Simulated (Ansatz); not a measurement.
KI (rock salt), energy against volume

KI (rock salt), conventional cell a = b = c = 7.0915 Å, α = β = γ = 90.00°. The calculation uses the primitive cell of 2 atoms, to which meshes and values per cell refer.

E(V) scan at fixed shape, V₀ the volume above. Symmetry pins the atoms to their sites.

All values below come from r2SCAN (plane waves to 500 eV, PAW, scalar-relativistic; Ansatz, a first-principles code). k mesh 8×8×8 (Γ-centred), Fermi-Dirac smearing 0.05 eV. Energies are smeared free energies. KI was relaxed with its symmetry unable to fall. Spin-orbit coupling is left out, though I is heavy. ΔE is measured from the relaxed starting cell.

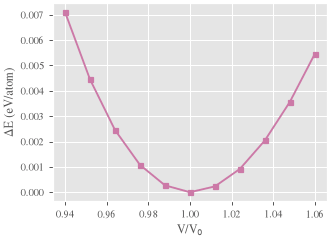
Figure. ΔE (eV/atom) against V/V₀; computed points joined by lines.

The bulk modulus B₀ (third-order Birch-Murnaghan fit) is 12.4 GPa and the pressure at the smallest volume comes out as 0.90 GPa. The equilibrium volume of the fit is 44.60 Å³/atom and the energy cost of the largest compression is 7.1 meV/atom. The pressure derivative B₀′ (fit) is 4.9.

(A scan under strain: stresses follow from slopes of the energy per volume, elastic moduli from its curvatures.)
